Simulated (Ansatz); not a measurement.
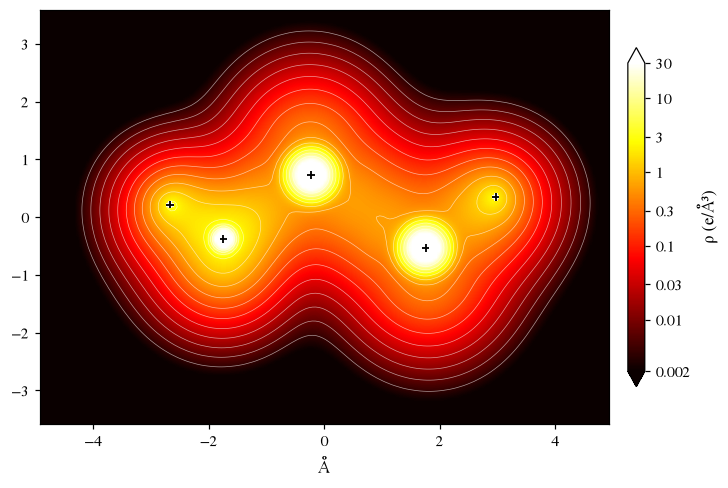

The total electron density on a plane through atoms (crosses mark nuclei in the plane).

All numbers below come from RKS PBE0-D4/def2-TZVP (Ansatz).

Candidates:
A. C$_{2}$H$_{9}$GeN
B. C$_{8}$H$_{21}$NSn
C. CH$_{8}$Si$_{2}$

### Which system is this?

Candidate C: CH$_{8}$Si$_{2}$ on the plane of atoms C4, Si1 and Si8, which holds Si, C and H. C–Si (1.89 Å): the density is about 0.93 e/Å³ at the midpoint. Si–Si (2.35 Å): the density is about 0.63 e/Å³ at the midpoint.
